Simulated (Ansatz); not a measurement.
# CH2BClO: up Jacob's ladder to CCSD(T)

Aim: compute CH2BClO with functionals from several rungs and with coupled cluster, and see how far each lands from CCSD(T) at the basis-set limit for the atomisation energy.

Method: functionals in def2-TZVPP, the program's frozen cores in correlated methods; program: Ansatz 0.2.0, Gaussian basis.

Plan: LDA (SPW92), PBE-D4, revPBE-D4, BLYP-D4, r2SCAN-D4, B97M-V, PBE0-D4, B3LYP-D4, r2SCANh-D4, r2SCAN0-D4, HSE06-D4, BHLYP-D4, CAM-B3LYP-D4, LC-ωPBE, ωB97X-V, ωB97M-V, B2PLYP, PBE-QIDH; CCSD(T)/def2-SVP; CCSD(T)/def2-TZVPP; MP2/def2-QZVPP; extrapolation to the limit; RPA on PBE.

### 1 Structure used throughout

All runs share one geometry, relaxed beforehand with PBE0-D4 in a triple-zeta def2 set.

SMILES `O=CBCl`, 6 atoms, charge 0, spin multiplicity 1.

Atoms are counted from 1 here; the program's logs count them from 0.

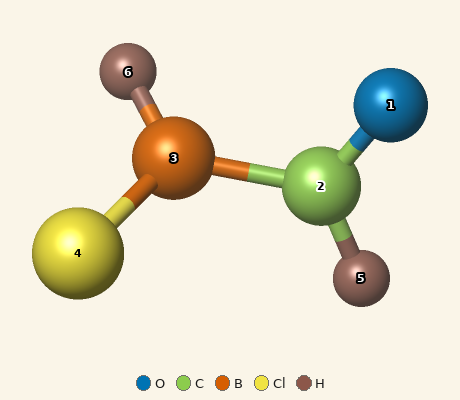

The geometry (oxygen blue, carbon green, boron orange, chlorine yellow, hydrogen brown); atoms are numbered from 1 in the order of the file.

### 2 LDA

This LDA is Slater exchange with PW92 correlation.

File in.yaml:

```yaml
crystal:
  periodic: [false, false, false]
  atoms:
    - {symbol: O, position_ang: [0.692693, 1.603462, 0.215451]}
    - {symbol: C, position_ang: [-0.023506, 0.779707, -0.306548]}
    - {symbol: B, position_ang: [-0.097489, -0.651571, 0.364969]}
    - {symbol: Cl, position_ang: [0.517046, -1.998444, -0.535892]}
    - {symbol: H, position_ang: [-0.551848, 1.020449, -1.257255]}
    - {symbol: H, position_ang: [-0.494796, -0.817603, 1.473175]}
basis:
  gaussian: {orbitals: def2-TZVPP}
hamiltonian: {xc: lda}
output: {orbitals: {seedname: orbitals}}
```

Started as:

```sh
$ ansatz run in.yaml --threads 2 --pin off --events-out ev --progress --plain --max-ram 4352MiB
```

Further steps of the session: PBE-D4 (GGA); revPBE-D4 (GGA); BLYP-D4 (GGA); r2SCAN-D4 (meta-GGA); B97M-V (meta-GGA); B3LYP-D4 (hybrid); r2SCANh-D4 (hybrid); r2SCAN0-D4 (hybrid); HSE06-D4 (hybrid); BHLYP-D4 (hybrid); CAM-B3LYP-D4 (range-separated); LC-ωPBE (range-separated); ωB97X-V (range-separated); ωB97M-V (range-separated); B2PLYP (double hybrid); PBE-QIDH (double hybrid); CCSD(T) in def2-SVP; CCSD(T) in def2-TZVPP; MP2 in def2-QZVPP; RPA on PBE orbitals.

**Question.** What will the summary of the whole plan be? Wanted: atomisation energy, CCSD(T)/CBS; farthest beyond LDA; mean size of error, GGA; mean size of error, meta-GGA; mean size of error, hybrid; mean size of error, range-separated; mean size of error, double hybrid; gap, smallest and largest; T1 diagnostic.

As calculated:

| quantity | value |
| --- | --- |
| atomisation energy, CCSD(T)/CBS | 2323.4 kJ/mol |
| functionals within 11.6 kJ/mol (0.5 %) | B3LYP-D4, r2SCANh-D4, LC-ωPBE, B2PLYP, PBE-QIDH |
| farthest beyond LDA | PBE-D4 (+103.7 kJ/mol) |
| mean size of error, GGA | 55.3 kJ/mol |
| mean size of error, meta-GGA | 31.3 kJ/mol |
| mean size of error, hybrid | 33.1 kJ/mol |
| mean size of error, range-separated | 17.3 kJ/mol |
| mean size of error, double hybrid | 4.7 kJ/mol |
| gap, smallest and largest | 2.22 eV (LDA (SPW92)), 10.09 eV (LC-ωPBE) |
| T1 diagnostic | 0.0160 |
| triples share of the correlation energy | 4.2 % |

In words: The LDA atomisation energy is off by 401.6 kJ/mol (17 %): it overbinds. PBE-D4 misses by +103.7 kJ/mol. Double hybrids carry the basis error of their MP2 part in triple zeta, and no dispersion term here, so their miss is partly the set-up's. By mean error the best rung here is double hybrid (4.7 kJ/mol) and the worst beyond LDA is GGA (55.3 kJ/mol). The reference freezes the cores and leaves out relativity and excitations past (T), so misses under about 11.6 kJ/mol can't be ranked. Hartree-Fock recovers 72 % of the binding; the rest is correlation. CCSD(T) in def2-SVP is off by -97.2 kJ/mol, more than most functionals: a good method in a small basis is no reference. Orbital gaps span 2.2 to 10.1 eV; exact exchange widens them.
